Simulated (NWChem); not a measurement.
**One shape, several levels: C3H8O2 (dimethoxymethane)**

We compute a comparison of 5 runs (BLYP/cc-pVDZ, PBE/cc-pVDZ, SVWN5/cc-pVDZ, TPSS/cc-pVDZ, revPBE/cc-pVDZ) of C3H8O2 (dimethoxymethane). 

The results are computed with NWChem 7.3.0.

## (1) The molecule

C3H8O2: 13 atoms, total charge 0, spin state singlet. SMILES: `COCOC`. The C3–H10 distance was set to 2.415 Å, away from the relaxed value. At this shape a bond of the SMILES string is far longer than usual.

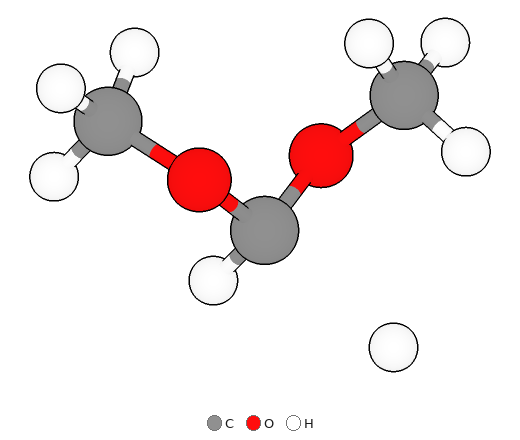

Viewed from a chosen angle; carbon grey, oxygen red, hydrogen white.

## (2) The energy at BLYP/cc-pVDZ (run 1)

a.xyz reads:

```xyz
13

C     -2.278119    -1.190327     1.304081
O     -0.991519    -0.656327     1.093981
C     -0.442319    -1.015827    -0.133119
O     -1.099619    -0.463327    -1.228319
C     -0.957319     0.935673    -1.313319
H     -2.593319    -0.886427     2.301881
H     -2.261219    -2.287227     1.252481
H     -2.997219    -0.817427     0.567981
H     -0.491919    -2.102427    -0.280219
H      1.856200    -0.280600    -0.049300
H     -1.467919     1.256273    -2.220919
H      0.101581     1.219373    -1.378919
H     -1.401319     1.441573    -0.450219
```

a.nw reads:

```
start a
memory total 2200 mb

geometry units angstrom noautosym nocenter noautoz
  load a.xyz
end

basis "ao basis" spherical bse
  * library cc-pVDZ
end

dft
  xc becke88 lyp
  grid fine
  convergence energy 1e-08
  maxiter 100
  mulliken
end

task dft energy
```

Launch:

```bash
nwchem a.nw > a.out
```

Log:

```text
[...]
          Wavefunction type:  closed shell.
          No. of atoms     :    13
          No. of electrons :    42
[...]
          Charge           :     0
          Spin multiplicity:     1
[...]
          AO basis - number of functions:   110
[...]
              XC Information
              --------------
                    Becke 1988 Exchange Functional  1.000
              Lee-Yang-Parr Correlation Functional  1.000
[...]
 d= 0,ls=0.0,diis     1   -269.1681052112 -4.65D+02  1.85D-02  1.13D+00     9.2
[...]
 d= 0,ls=0.0,diis    13   -269.3122635716 -1.78D-09  2.61D-07  3.37D-09    76.6
         Total DFT energy =     -269.312263571644
      One electron energy =     -752.916421726448
           Coulomb energy =      324.337091772216
    Exchange-Corr. energy =      -36.186906854252
 Nuclear repulsion energy =      195.453973236839
[...]
      Total Density - Mulliken Population Analysis
     ---------------------------------------------
    Atom       Charge   Shell Charges
 -----------   ------   -------------------------------------------------------
    1 C    6     5.86   2.02  0.68  0.32  2.09  0.67  0.09
    2 O    8     8.22   2.01  0.84  0.89  2.88  1.58  0.02
    3 C    6     5.80   2.01  0.72  0.40  1.88  0.64  0.15
    4 O    8     8.20   2.01  0.85  0.90  2.86  1.56  0.02
    5 C    6     5.85   2.02  0.68  0.32  2.09  0.65  0.08
    6 H    1     0.98   0.75  0.20  0.03
    7 H    1     1.00   0.76  0.21  0.03
    8 H    1     0.99   0.76  0.21  0.03
    9 H    1     0.99   0.76  0.21  0.02
   10 H    1     1.16   0.53  0.63  0.00
[...]
```

Run time: 77 s. Hardware: 1 thread of Intel Xeon Platinum 8259CL at 2.50GHz (Skylake/Cascade Lake), shared host; peak memory 0.12 GiB.

## (3) A single-point energy at PBE/cc-pVDZ (run 2)

calc.xyz reads:

```xyz
13
C3H8O2
C     -2.278119    -1.190327     1.304081
O     -0.991519    -0.656327     1.093981
C     -0.442319    -1.015827    -0.133119
O     -1.099619    -0.463327    -1.228319
C     -0.957319     0.935673    -1.313319
H     -2.593319    -0.886427     2.301881
H     -2.261219    -2.287227     1.252481
H     -2.997219    -0.817427     0.567981
H     -0.491919    -2.102427    -0.280219
H      1.856200    -0.280600    -0.049300
H     -1.467919     1.256273    -2.220919
H      0.101581     1.219373    -1.378919
H     -1.401319     1.441573    -0.450219
```

calc.nw reads:

```
start calc
title "C3H8O2"
memory 2200 mb

geometry units angstrom noautosym nocenter noautoz
  load format xyz calc.xyz
end

basis spherical bse
  * library cc-pVDZ
end

dft
  xc xpbe96 cpbe96
  mult 1
  grid fine
  convergence energy 1e-08
  iterations 100
  mulliken
  print medium
end

task dft energy
```

Launch:

```bash
nwchem calc.nw > calc.out
```

Log:

```text
[...]
          Wavefunction type:  closed shell.
          No. of atoms     :    13
          No. of electrons :    42
[...]
          Charge           :     0
          Spin multiplicity:     1
[...]
          AO basis - number of functions:   110
[...]
              XC Information
              --------------
          PerdewBurkeErnzerhof Exchange Functional  1.000
            Perdew 1991 LDA Correlation Functional  1.000 local
           PerdewBurkeErnz. Correlation Functional  1.000 non-local
[...]
 d= 0,ls=0.0,diis     1   -268.9460401542 -4.64D+02  1.83D-02  1.11D+00     8.2
[...]
 d= 0,ls=0.0,diis    13   -269.0865090072 -5.12D-10  7.62D-07  5.27D-09    75.9
         Total DFT energy =     -269.086509007208
      One electron energy =     -752.889847087504
           Coulomb energy =      324.282831410921
    Exchange-Corr. energy =      -35.933466567465
 Nuclear repulsion energy =      195.453973236839
[...]
      Total Density - Mulliken Population Analysis
     ---------------------------------------------
    Atom       Charge   Shell Charges
 -----------   ------   -------------------------------------------------------
    1 C    6     5.93   2.02  0.67  0.36  2.08  0.71  0.09
    2 O    8     8.23   2.01  0.84  0.91  2.86  1.60  0.02
    3 C    6     5.84   2.01  0.71  0.42  1.87  0.66  0.15
    4 O    8     8.20   2.01  0.85  0.91  2.84  1.58  0.02
    5 C    6     5.91   2.02  0.67  0.36  2.09  0.70  0.08
    6 H    1     0.95   0.75  0.18  0.03
    7 H    1     0.97   0.75  0.20  0.03
    8 H    1     0.97   0.75  0.19  0.03
    9 H    1     0.97   0.75  0.19  0.03
   10 H    1     1.15   0.52  0.63  0.00
[...]
```

It took 77 s on 1 thread of Intel Xeon Platinum 8259CL at 2.50GHz (Skylake/Cascade Lake), shared host; peak memory 0.12 GiB.

Runs 3 to 4 aren't shown in full; the table further down has their settings and results.

## (4) A single-point energy at revPBE/cc-pVDZ (run 5)

run.py reads:

```python
from ase import Atoms
from ase.calculators.nwchem import NWChem

system = Atoms(['C', 'O', 'C', 'O', 'C', 'H', 'H', 'H', 'H', 'H', 'H', 'H', 'H'], positions=[
    [-2.278119, -1.190327, 1.304081],
    [-0.991519, -0.656327, 1.093981],
    [-0.442319, -1.015827, -0.133119],
    [-1.099619, -0.463327, -1.228319],
    [-0.957319, 0.935673, -1.313319],
    [-2.593319, -0.886427, 2.301881],
    [-2.261219, -2.287227, 1.252481],
    [-2.997219, -0.817427, 0.567981],
    [-0.491919, -2.102427, -0.280219],
    [1.856200, -0.280600, -0.049300],
    [-1.467919, 1.256273, -2.220919],
    [0.101581, 1.219373, -1.378919],
    [-1.401319, 1.441573, -0.450219],
])

calc = NWChem(
    label='c3h8o2',
    theory='dft',
    memory='2200 mb',
    basis='cc-pVDZ',
    basispar='spherical bse',
    dft={'xc': 'revpbe cpbe96', 'mult': '1', 'grid': 'fine', 'convergence': 'energy 1e-08', 'iterations': '100', 'mulliken': None},
    task='energy',
)
system.calc = calc

e = system.get_potential_energy()
print(f"E = {e:.6f} eV")
print("dipole (e A):", system.get_dipole_moment().round(4))
```

Launch:

```bash
export ASE_NWCHEM_COMMAND="nwchem PREFIX.nwi > PREFIX.nwo"
python run.py
```

Log:

```text
E = -7328.836428 eV
dipole (e A): [-0.5966 -0.0037 -0.036 ]
```

The calculator wrote c3h8o2.nwi:

```
title "c3h8o2"

permanent_dir c3h8o2

scratch_dir c3h8o2

start c3h8o2

geometry units angstrom nocenter noautosym noautoz
  C  -2.2781189999999998e+00 -1.1903269999999999e+00 1.3040810000000000e+00
  O  -9.9151900000000004e-01 -6.5632699999999999e-01 1.0939810000000001e+00
  C  -4.4231900000000002e-01 -1.0158270000000000e+00 -1.3311899999999999e-01
  O  -1.0996189999999999e+00 -4.6332699999999999e-01 -1.2283189999999999e+00
  C  -9.5731900000000003e-01 9.3567299999999998e-01 -1.3133189999999999e+00
  H  -2.5933190000000002e+00 -8.8642699999999996e-01 2.3018809999999998e+00
  H  -2.2612190000000001e+00 -2.2872270000000001e+00 1.2524810000000000e+00
  H  -2.9972189999999999e+00 -8.1742700000000001e-01 5.6798099999999996e-01
  H  -4.9191900000000000e-01 -2.1024270000000000e+00 -2.8021900000000000e-01
  H  1.8562000000000001e+00 -2.8060000000000002e-01 -4.9299999999999997e-02
  H  -1.4679190000000000e+00 1.2562730000000000e+00 -2.2209189999999999e+00
  H  1.0158100000000000e-01 1.2193730000000000e+00 -1.3789190000000000e+00
  H  -1.4013190000000000e+00 1.4415730000000000e+00 -4.5021899999999998e-01
end

memory 2200 mb

basis spherical bse noprint
   * library cc-pVDZ
end

dft
  xc revpbe cpbe96
  mult 1
  grid fine
  convergence energy 1e-08
  iterations 100
  mulliken
end

task dft energy
```

c3h8o2.nwo:

```text
Northwest Computational Chemistry Package (NWChem) 7.3.0
             --------------------------------------------------------

           Job information
           ---------------

    nwchem branch   = 7.3.0
    use scalapack   = T
    input           = c3h8o2.nwi
    prefix          = c3h8o2.
    data base       = c3h8o2/c3h8o2.db
    status          = startup
    nproc           =        1

           Memory information
           ------------------

    heap     =     72089600 doubles =      550.0 Mbytes
    stack    =     72089597 doubles =      550.0 Mbytes
    global   =    144179200 doubles =     1100.0 Mbytes (distinct from heap & stack)
    total    =    288358397 doubles =     2200.0 Mbytes
    verify   = yes
    hardfail = no

[... 110 lines left out ...]
  convergence criterion.
[... 18 lines left out ...]
          Convergence on density requested:  1.00D-05
[... 22 lines left out ...]
          Convergence Information
[... 61 lines left out ...]
   convergence    iter        energy       DeltaE   RMS-Dens  Diis-err    time
[... 42 lines left out ...]
           Coulomb energy =      324.256290585119
[... 7 lines left out ...]
                       DFT Final Molecular Orbital Analysis
[... 794 lines left out ...]
 center of mass
 --------------
 x =  -2.15946697 y =  -0.88533892 z =  -0.10227935

 moments of inertia (a.u.)
 ------------------
         531.256305296969         -42.034944097977          96.651383313883
         -42.034944097977         496.473216000345         164.358696810331
          96.651383313883         164.358696810331         322.160333437825

     Multipole analysis of the density
     ---------------------------------

     L   x y z        total         alpha         beta         nuclear
     -   - - -        -----         -----         ----         -------
     0   0 0 0     -0.000000    -21.000000    -21.000000     42.000000

     1   1 0 0     -1.127370     44.837718     44.837718    -90.802806
[... 8 lines of this table left out ...]
     2   0 0 2    -23.804696   -112.983003   -112.983003    202.161310

 Task  times  cpu:       77.1s     wall:       77.1s
 Total times  cpu:       77.2s     wall:       77.2s
```

It took 79 s on 1 thread of Intel Xeon Platinum 8259CL at 2.50GHz (Skylake/Cascade Lake), shared host; peak memory 0.12 GiB.

## (5) All runs side by side

```
run           level  energy (Eh)  dipole moment (D)  HOMO energy (eV)  LUMO energy (eV)  wall time
  1    BLYP/cc-pVDZ  -269.312264               2.88             -5.41             -3.18       77 s
  2     PBE/cc-pVDZ  -269.086509               2.80             -5.54             -3.27       77 s
  3   SVWN5/cc-pVDZ  -267.207662               2.62             -5.62             -3.32       53 s
  4    TPSS/cc-pVDZ  -269.455936               3.01             -5.67             -3.27       92 s
  5  revPBE/cc-pVDZ  -269.329773               2.87             -5.50             -3.24       79 s
```

## (6) Results

```
            quantity          value
 run 5: total energy  -269.32977 Eh
run 5: dipole moment         2.87 D
  run 5: HOMO energy       -5.50 eV
  run 5: LUMO energy       -3.24 eV
run 5: HOMO–LUMO gap        2.26 eV
```

The dipole moment (its size) runs from 2.62 D (SVWN5/cc-pVDZ) to 3.01 D (TPSS/cc-pVDZ). The HOMO–LUMO gap runs from 2.23 eV (BLYP/cc-pVDZ) to 2.40 eV (TPSS/cc-pVDZ). Totals of different functionals can't be ranked against each other. In runs 1, 2, 3, 4, 5 a closed-shell determinant meets a far-stretched bond, which it describes badly. All runs together took 6.3 min, the longest 92 s.
